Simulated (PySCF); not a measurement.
Species, as SMILES: FF (F2).
Geometry (B3LYP-D3(BJ)/def2-TZVP, fixed):
```
F
F 1 1.3965
```

Basis-set convergence of the lowest singlet excitation energy at PBE with PySCF. Tamm-Dancoff approximation; the state is taken by its order, and sets in which it differs in degeneracy or brightness are left out, yet its character can still change. All functions are spherical. Density fitting with generated auxiliary sets. No added dispersion term, no relativity. Reference: the value in d-aug-cc-pVTZ, 4.556 eV, itself unsure by roughly 0.003 eV (its mean distance from aug-pcseg-3, aug-cc-pVQZ, aug-pcseg-2). Deviations are taken from unrounded values.

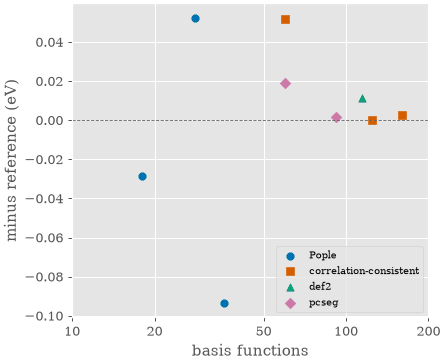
Figure: Deviation from the reference against the number of basis functions, by family of sets.

| basis | functions | lowest singlet excitation energy (eV) | minus reference (eV) |
|---|---|---|---|
| 3-21G | 18 | 4.527 | -0.029 |
| 6-31G** | 28 | 4.608 | 0.052 |
| 6-31+G* | 36 | 4.462 | -0.094 |
| cc-pVTZ | 60 | 4.608 | 0.052 |
| pcseg-2 | 60 | 4.575 | 0.019 |
| aug-pcseg-2 | 92 | 4.557 | 0.002 |
| def2-QZVPP | 114 | 4.567 | 0.012 |
| d-aug-cc-pVTZ | 124 | 4.556 | 0.000 |
| aug-cc-pVQZ | 160 | 4.559 | 0.003 |
